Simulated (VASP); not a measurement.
# BSbP2 with vdW-DF2: from relaxation to properties, part 5 of 5

Wanted: the relaxed cell of BSbP2 and its properties. The cell is invented: it takes the structure of COD entry 9008835, BP (space group 216 there), with some of its atoms replaced by other elements, volume scaled by an estimate. It may not be a known or stable phase. The atoms of the start are displaced at random from the sites of a P-4m2 cell.

VASP 6.6.1; vdW-DF2; plane waves and PAW (Sb, P, B); invented cell.

Still holding for the runs below: The k-mesh is coarse for a metal.

So far. Step 16 (Volume scan with vdW-DF2 (run 8)): The pressure here is 5.18 GPa. Step 16 (Volume scan with vdW-DF2 (run 8)): The run ends at a pressure of 5.18 GPa, with forces up to 0.54 eV/Å.

## 17. Volume scan with vdW-DF2 (run 9)

INCAR

```
SYSTEM = BSbP2
PREC = Accurate
ENCUT = 420
EDIFF = 1E-06
NELM = 100
ISMEAR = 0
SIGMA = 0.05
LREAL = .FALSE.
ALGO = Normal
GGA = ML
AGGAC = 0
LUSE_VDW = .TRUE.
ZAB_VDW = -1.8867
LASPH = .TRUE.
NBANDS = 15
LORBIT = 11
LWAVE = .FALSE.
LCHARG = .FALSE.
KPAR = 2
ISIF = 2
```

POSCAR

```
BSbP2
1.0
    3.1738866787     -0.0008025591      0.0023268536
    0.0004351480      3.4672704239      0.5062459719
    0.0163718804      0.6846323886      7.3606997030
Sb P B
1 2 1
Direct
    0.9975070322      0.1552607656      0.0651020742
    0.9946976869      0.5262701779      0.3246090034
    0.4929352391      0.8727276132      0.6335608377
    0.4936240417      0.4499054433      0.4783000846
```

KPOINTS

```
Automatic mesh
0
Gamma
7 7 3
0 0 0
```

Potentials, in the order of the species: Sb, P and B (PBE family, release 64).

Run with:

```
> mpirun -np 2 vasp_std
```

Output:

```text
[... set-up lines as in an earlier step ...]
 entering main loop
       N       E                     dE             d eps       ncg     rms          rms(c)
[... 14 cycles as in an earlier step ...]
   1 F= -.13923548E+02 E0= -.13922695E+02  d E =-.170576E-02
```

The job ended after 29 s (2 MPI ranks of Intel Xeon 6975P-C (Granite Rapids), shared host; peak memory 0.8 GiB; 56 s of CPU time).

From OUTCAR (step 17):

```text
[... 6 parts as in an earlier step ...]

[... 1 further part left out ...]
[key lines of the parts left out:]
E-fermi :   5.5504
```

The pressure falls from 5.18 to 3.27 GPa.

The run ends at a pressure of 3.27 GPa, with forces up to 0.34 eV/Å.

## 18. Volume scan with vdW-DF2 (run 10)

INCAR is that of step 17.

POSCAR

```
BSbP2
1.0
    3.1957762440     -0.0008080941      0.0023429014
    0.0004381491      3.4911833894      0.5097374338
    0.0164847935      0.6893541405      7.4114647534
Sb P B
1 2 1
Direct
    0.9975070322      0.1552607656      0.0651020742
    0.9946976869      0.5262701779      0.3246090034
    0.4929352391      0.8727276132      0.6335608377
    0.4936240417      0.4499054433      0.4783000846
```

KPOINTS is that of step 17.

Run with:

```
> mpirun -np 2 vasp_std
```

Output:

```text
[... set-up lines as in an earlier step ...]
 entering main loop
       N       E                     dE             d eps       ncg     rms          rms(c)
[... 14 cycles as in an earlier step ...]
   1 F= -.13948577E+02 E0= -.13947680E+02  d E =-.179409E-02
```

Wall time 29 s (2 MPI ranks); peak memory 0.8 GiB.

From OUTCAR (step 18):

```text
[... 6 parts as in an earlier step ...]

[... 1 further part left out ...]
[key lines of the parts left out:]
E-fermi :   5.3214
```

The pressure falls from 3.27 to 1.55 GPa.

The run ends at a pressure of 1.55 GPa, with forces up to 0.17 eV/Å.

## 19. Volume scan with vdW-DF2 (run 11)

INCAR is that of step 18.

POSCAR

```
BSbP2
1.0
    3.2173699818     -0.0008135544      0.0023587323
    0.0004411097      3.5147731819      0.5131817101
    0.0165961806      0.6940120800      7.4615437371
Sb P B
1 2 1
Direct
    0.9975070322      0.1552607656      0.0651020742
    0.9946976869      0.5262701779      0.3246090034
    0.4929352391      0.8727276132      0.6335608377
    0.4936240417      0.4499054433      0.4783000846
```

KPOINTS is that of step 18.

Run with:

```
> mpirun -np 2 vasp_std
```

Output:

```text
[... set-up lines as in an earlier step ...]
 entering main loop
       N       E                     dE             d eps       ncg     rms          rms(c)
[... 14 cycles as in an earlier step ...]
   1 F= -.13956637E+02 E0= -.13955709E+02  d E =-.185639E-02
```

It took 30 s on 2 MPI ranks; peak memory 0.81 GiB.

OUTCAR, selected parts (step 19):

```text
[... 6 parts as in an earlier step ...]

[... 1 further part left out ...]
[key lines of the parts left out:]
E-fermi :   5.1024
```

The pressure falls from 1.55 to 0.00 GPa.

The run ends at a pressure of 0.00 GPa, with forces up to 0.0072 eV/Å.

## 20. Volume scan with vdW-DF2 (run 12)

INCAR is that of step 19.

POSCAR

```
BSbP2
1.0
    3.2386776887     -0.0008189423      0.0023743535
    0.0004440310      3.5380505039      0.5165803635
    0.0167060923      0.6986083204      7.5109593741
Sb P B
1 2 1
Direct
    0.9975070322      0.1552607656      0.0651020742
    0.9946976869      0.5262701779      0.3246090034
    0.4929352391      0.8727276132      0.6335608377
    0.4936240417      0.4499054433      0.4783000846
```

KPOINTS is that of step 19.

Run with:

```
> mpirun -np 2 vasp_std
```

Output:

```text
[... set-up lines as in an earlier step ...]
 entering main loop
       N       E                     dE             d eps       ncg     rms          rms(c)
[... 14 cycles as in an earlier step ...]
   1 F= -.13949426E+02 E0= -.13948483E+02  d E =-.188662E-02
```

It took 30 s on 2 MPI ranks; peak memory 0.8 GiB; 58 s of CPU time.

From OUTCAR (step 20):

```text
[... 6 parts as in an earlier step ...]

[... 1 further part left out ...]
[key lines of the parts left out:]
E-fermi :   4.8926
```

The pressure falls from 0.00 to -1.39 GPa.

The run ends at a pressure of -1.39 GPa, with forces up to 0.15 eV/Å.

## 21. Volume scan with vdW-DF2 (run 13)

INCAR is that of step 20.

POSCAR

```
BSbP2
1.0
    3.2597086526     -0.0008242603      0.0023897718
    0.0004469144      3.5610255015      0.5199348755
    0.0168145764      0.7031448652      7.5597332043
Sb P B
1 2 1
Direct
    0.9975070322      0.1552607656      0.0651020742
    0.9946976869      0.5262701779      0.3246090034
    0.4929352391      0.8727276132      0.6335608377
    0.4936240417      0.4499054433      0.4783000846
```

KPOINTS is that of step 20.

Run with:

```
> mpirun -np 2 vasp_std
```

Output:

```text
[... set-up lines as in an earlier step ...]
 entering main loop
       N       E                     dE             d eps       ncg     rms          rms(c)
[... 14 cycles as in an earlier step ...]
   1 F= -.13928462E+02 E0= -.13927518E+02  d E =-.188858E-02
```

The job ended after 32 s (2 MPI ranks; peak memory 0.83 GiB; 62 s of CPU time).

From OUTCAR (step 21):

```text
[... 6 parts as in an earlier step ...]

[... 1 further part left out ...]
[key lines of the parts left out:]
E-fermi :   4.6911
```

The pressure falls from -1.39 to -2.65 GPa.

The run ends at a pressure of -2.65 GPa, with forces up to 0.29 eV/Å.

## 22. Volume scan with vdW-DF2 (run 14)

INCAR is that of step 21.

POSCAR

```
BSbP2
1.0
    3.2804716879     -0.0008295105      0.0024049937
    0.0004497611      3.5837078042      0.5232466519
    0.0169216785      0.7076236157      7.6078856694
Sb P B
1 2 1
Direct
    0.9975070322      0.1552607656      0.0651020742
    0.9946976869      0.5262701779      0.3246090034
    0.4929352391      0.8727276132      0.6335608377
    0.4936240417      0.4499054433      0.4783000846
```

KPOINTS is that of step 21.

Run with:

```
> mpirun -np 2 vasp_std
```

Output:

```text
[... set-up lines as in an earlier step ...]
 entering main loop
       N       E                     dE             d eps       ncg     rms          rms(c)
[... 14 cycles as in an earlier step ...]
   1 F= -.13895121E+02 E0= -.13894187E+02  d E =-.186992E-02
```

It took 32 s on 2 MPI ranks; peak memory 0.83 GiB.

Parts of OUTCAR (step 22):

```text
[... 6 parts as in an earlier step ...]

[... 1 further part left out ...]
[key lines of the parts left out:]
E-fermi :   4.4974
```

The pressure falls from -2.65 to -3.78 GPa.

The run ends at a pressure of -3.78 GPa, with forces up to 0.42 eV/Å.

## 23. Side by side

Times are for 2 MPI ranks of Intel Xeon 6975P-C (Granite Rapids), shared host. The runs compared:

| no. | volume scale | energy above the lowest point (meV/atom) | pressure (GPa) | time | memory (GiB) |
| --- | --- | --- | --- | --- | --- |
| 1 | 0.94 | 19.21 | 5.181 | 29 s | 0.79 |
| 2 | 0.94 | 19.21 | 5.181 | 30 s | 0.8 |
| 3 | 0.96 | 8.25 | 3.270 | 29 s | 0.8 |
| 4 | 0.96 | 8.25 | 3.270 | 29 s | 0.8 |
| 5 | 0.98 | 2.01 | 1.549 | 29 s | 0.8 |
| 6 | 0.98 | 2.01 | 1.549 | 29 s | 0.8 |
| 7 | 1 | 0 | 5.32e-4 | 29 s | 0.8 |
| 8 | 1 | 0 | 5.32e-4 | 30 s | 0.81 |
| 9 | 1.02 | 1.81 | -1.394 | 30 s | 0.79 |
| 10 | 1.02 | 1.81 | -1.394 | 30 s | 0.8 |
| 11 | 1.04 | 7.05 | -2.649 | 32 s | 0.83 |
| 12 | 1.04 | 7.05 | -2.649 | 32 s | 0.83 |
| 13 | 1.06 | 15.38 | -3.780 | 32 s | 0.83 |
| 14 | 1.06 | 15.38 | -3.780 | 32 s | 0.83 |

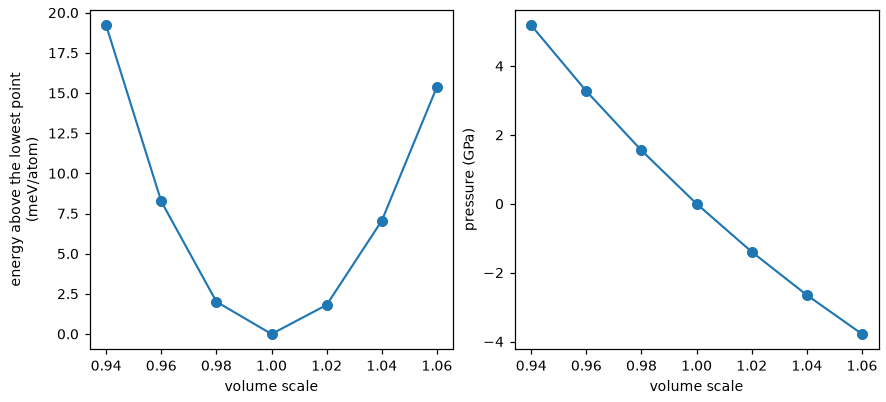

The series as plots.

## 24. Fit for vdW-DF2 (run 2)

This step: Birch-Murnaghan fit, vdW-DF2; plane waves and PAW; invented cell (VASP 6.6.1).

This step runs nothing: it gathers the runs above.

Table of energy above the fitted minimum by volume:

| volume (Å³/atom) | energy above the fitted minimum (eV/atom) |
| --- | --- |
| 19.559 | 0.0192 |
| 19.976 | 0.00825 |
| 20.392 | 0.00201 |
| 20.808 | -4.2e-8 |
| 21.224 | 0.00181 |
| 21.640 | 0.00705 |
| 22.056 | 0.0154 |

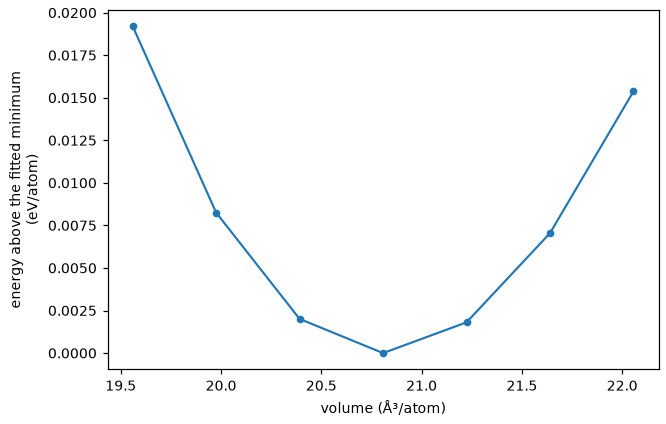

Energy above the fitted minimum against volume.

The fitted volume lies +0.02 % from the relaxed one. The atoms bear forces along the scan, since they were held; freeing them would lower the modulus.

## 25. Relaxing the atoms (vdW-DF2), changed input

This step: vdW-DF2; plane waves and PAW (Sb, P, B); invented cell (VASP 6.6.1).

This run is made with a changed input; what comes of it follows.

INCAR, as its differences from that of step 22:

```diff
@@ -2,5 +2,5 @@
 PREC = Accurate
-ENCUT = 420
+ENCUT = 35
 EDIFF = 1E-06
-NELM = 100
+NELM = 54
 ISMEAR = 0
@@ -19,2 +19,5 @@
 KPAR = 2
+IBRION = 2
+NSW = 30
 ISIF = 2
+EDIFFG = -0.01
```

POSCAR

```
BSbP2
1.0
    3.2173699818     -0.0008135544      0.0023587323
    0.0004411097      3.5147731819      0.5131817101
    0.0165961806      0.6940120800      7.4615437371
Sb P B
1 2 1
Direct
    0.9975070322      0.1552607656      0.0651020742
    0.9946976869      0.5262701779      0.3246090034
    0.4929352391      0.8727276132      0.6335608377
    0.4936240417      0.4499054433      0.4783000846
```

KPOINTS is that of step 22.

Run with:

```
> mpirun -np 2 vasp_std
```

Output:

```text
[... set-up lines as in an earlier step ...]
 entering main loop
       N       E                     dE             d eps       ncg     rms          rms(c)
DAV:   1    -0.172535232597E+02   -0.17254E+02   -0.10704E+03  2822   0.114E+02
DAV:   2    -0.241204238981E+02   -0.68669E+01   -0.67073E+01  2710   0.324E+01
DAV:   3    -0.241530644081E+02   -0.32641E-01   -0.32639E-01  2374   0.203E+00
DAV:   4    -0.241530726132E+02   -0.82051E-05   -0.82050E-05  2584   0.316E-02
 -----------------------------------------------------------------------------
|                                                                             |
|     EEEEEEE  RRRRRR   RRRRRR   OOOOOOO  RRRRRR      ###     ###     ###     |
|     E        R     R  R     R  O     O  R     R     ###     ###     ###     |
|     E        R     R  R     R  O     O  R     R     ###     ###     ###     |
|     EEEEE    RRRRRR   RRRRRR   O     O  RRRRRR       #       #       #      |
|     E        R   R    R   R    O     O  R   R                               |
|     E        R    R   R    R   O     O  R    R      ###     ###     ###     |
|     EEEEEEE  R     R  R     R  OOOOOOO  R     R     ###     ###     ###     |
|                                                                             |
|     EDDAV: Call to ZHEGV failed. Returncode = 1 2 14                        |
|                                                                             |
|       ---->  I REFUSE TO CONTINUE WITH THIS SICK JOB ... BYE!!! <----       |
|                                                                             |
 -----------------------------------------------------------------------------

1
1
```

Elapsed: 3.2 s, on 2 MPI ranks.

The run ended with an error.

VASP's message: “EDDAV: Call to ZHEGV failed. Returncode = 1 2 14”. No number of this run is used.

The fault in the input: cutoff typed in rydberg (ENCUT = 35). ENCUT is in eV: 1 Ry is 13.6 eV.

## 26. What came out

```json
{
 "relaxed volume": "20.81 Å³/atom",
 "relaxed conventional cell a, b, c": "14.566, 3.552, 3.217 Å; angles 90.0, 90.2, 90.0°",
 "space group after relaxing, within 0.02 Å (lengths above averaged to it)": "Cm (No. 8)",
 "band gap": "none, a metal",
 "DOS at the Fermi level": "0.899 states/eV/cell",
 "bulk modulus from the fit": "73.3 GPa",
 "volume from the fit": "20.8 Å³/atom"
}
```

**Reading.** With vdW-DF2, BSbP2 relaxes to 20.81 Å³/atom in space group Cm, comes out as a metal and has a bulk modulus of 73.3 GPa at fixed shape and positions, an upper bound. Bands along the symmetry lines (vdW-DF2): Of the bands kept, 3 cross the Fermi level on this path. Spin-orbit coupling is left out, and with elements this heavy it would split and shift bands near the Fermi level. The k-sampling is coarse for a metal, so the Fermi level, pressures and the shape of the cell carry errors. No search among competing phases was made. All values are for a static lattice at zero temperature.

[Lines on the potential files, build, host, timing and source positions are cut from VASP's logs without a mark.]

[Logs are printed without paths, hosts, clocks, repeated set-up lines and the standing remarks that a program may print on its own settings, such as how far it seeks lower states.]

[Hosts, paths, dates, database ids (printed as entryN), source tags and the programs' standing remarks are cut or masked in the printed files.]

[A measured line is paired with the nearest computed mode of its activity, which favours agreement.]
